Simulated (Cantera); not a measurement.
Feed: 1 mol BaF2, 4.7 mol H2, at 0.390 Pa.

Equilibrium computed with Cantera from the NASA thermochemical tables; the gas is ideal and each condensed phase is pure. Candidate condensed phases: Ba, BaF2; 14 gas species. The numbers say what is thermodynamically allowed, not how fast it happens.

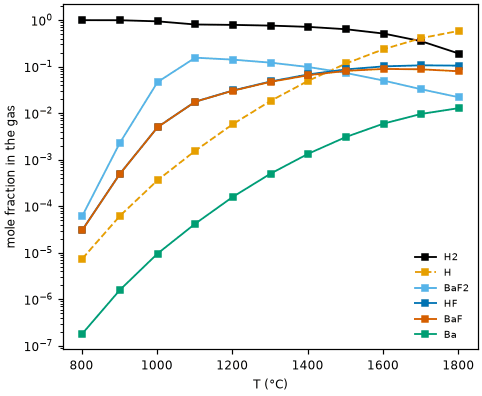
Figure. Equilibrium gas composition (values under 1e-9 drawn at 1e-9)

From 802 °C to 1002 °C the condensed part is BaF2(s). From 1102 °C to 1802 °C nothing is condensed. The main Ba-bearing gas is BaF2 at 802 °C and BaF at 1802 °C.
